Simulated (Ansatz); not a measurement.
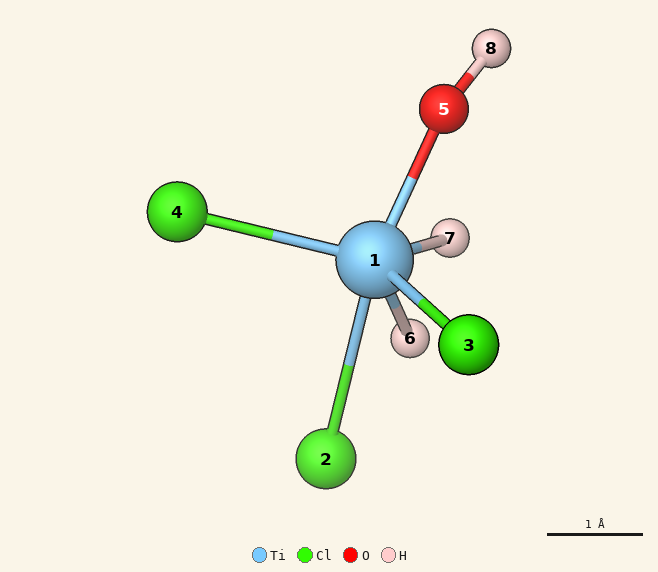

The picture comes from a calculation with Ansatz.

Orthographic view. Atoms fade into the background with distance from the viewer. Charge 0, singlet. Geometry: start.

Write a Z-matrix (Å, degrees) in the order of the atom numbers, with these reference atoms: 2 to 1; 3 to 1, 2; 4 to 1, 3, 2; 5 to 1, 4, 2; 6 to 1, 5, 4; 7 to 1, 5, 6; 8 to 5, 1, 7.

```
Ti 
Cl   1   2.392
Cl   1   2.180   2    94.2
Cl   1   2.179   3   113.0   2    96.4
O    1   1.753   4   100.9   2   156.7
H    1   1.982   5   107.2   4   121.6
H    1   1.823   5    72.4   6    -0.1
H    5   0.962   1   145.5   7     0.8
```
